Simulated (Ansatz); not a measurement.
**ClFH$_{4}$OSi$_{2}$ (SMILES F[SiH2]O[SiH2]Cl): density, localisation and related maps**

```xyz
9

Cl   -1.6977   -2.3987   -1.6851
F     1.9093   -2.3232    0.3124
O    -0.1464   -0.6376    0.2546
Si    0.7188   -1.6763    1.2043
Si   -1.0068   -0.5153   -1.1521
H     1.3288   -0.8891    2.2972
H    -0.1410   -2.7830    1.6814
H    -2.1722    0.3663   -0.9167
H    -0.1352   -0.0153   -2.2400
```

Geometry: B3LYP-D3(BJ)/def2-SVP.

Theory: isolated molecule in a Gaussian basis; Kohn-Sham density functional theory, functional PBE0 in Ansatz 0.2.0.

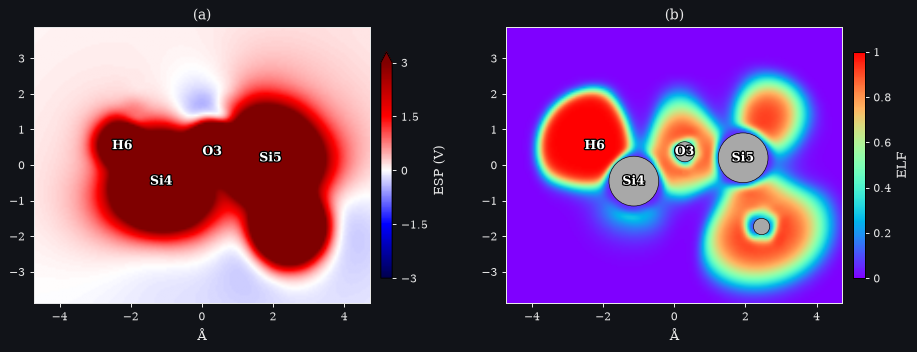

Figure 1. (a) molecular electrostatic potential; (b) ELF on the plane of atoms O3, Si4 and H6. Grey discs cover the atomic cores in the ELF map.

> Describe what can be read from this map.

The section cuts through O, Si and H sites. Si–O (1.65 Å): the ELF peaks at about 0.85 between the atoms (a shared but strongly polarised pair). Si–H (1.48 Å): the ELF climbs to about 1 towards the hydrogen, as it does in any bond to H. The ELF also peaks beside Cl1 and O3, away from the bonds: lone-pair regions. Outside the dense part of the molecule the potential is most negative (−0.4 V) near O3.

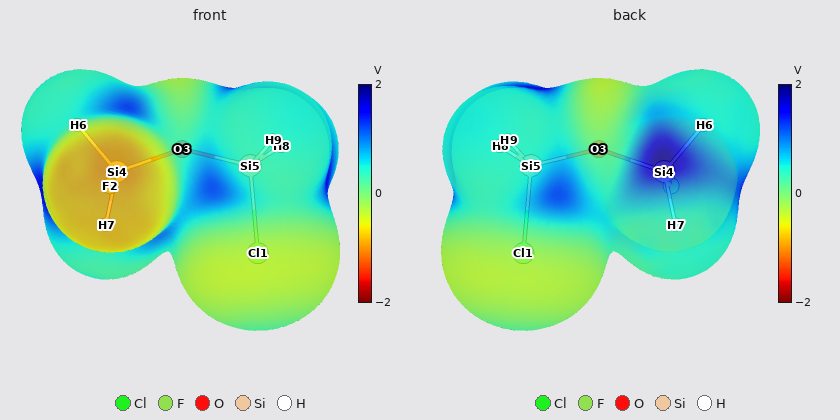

Figure 2. The electrostatic potential painted on the density surface at 0.002 e/bohr³, seen from the front and from behind; the colour scale runs from red (negative) to blue (positive).

> Where is the surface potential most negative and most positive?

The most negative region (about −0.9 V) lies over F2, the most positive (about +1.7 V) over Si4 and Si5. Cl1 shows a σ-hole: about +0.2 V at the tip opposite its bond, against about −0.2 V on its flanks.

> How polar is the molecule by this calculation?

Its dipole moment is 1.67 D.

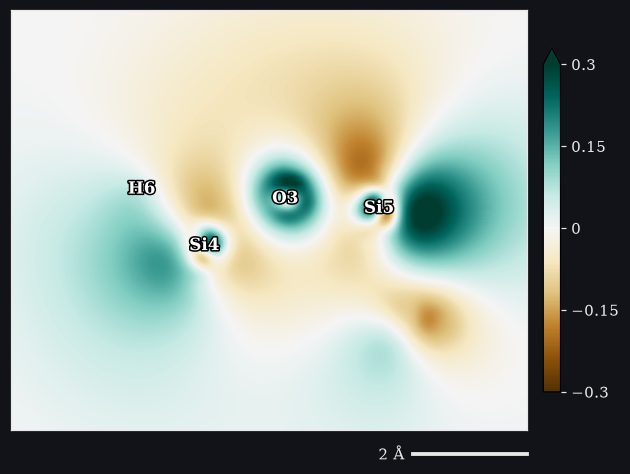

Figure 3. The LUMO on the plane of atoms O3, Si4 and H6 (values in Å⁻³ᐟ²; the overall sign is arbitrary).

> Where does this orbital lie, and at what energy?

It lies mainly on Si5 (about 40 %), Si4 (about 25 %), Cl1 (about 10 %), O3 (about 5 %) and H8 (about 5 %). Its energy is −0.22 eV.
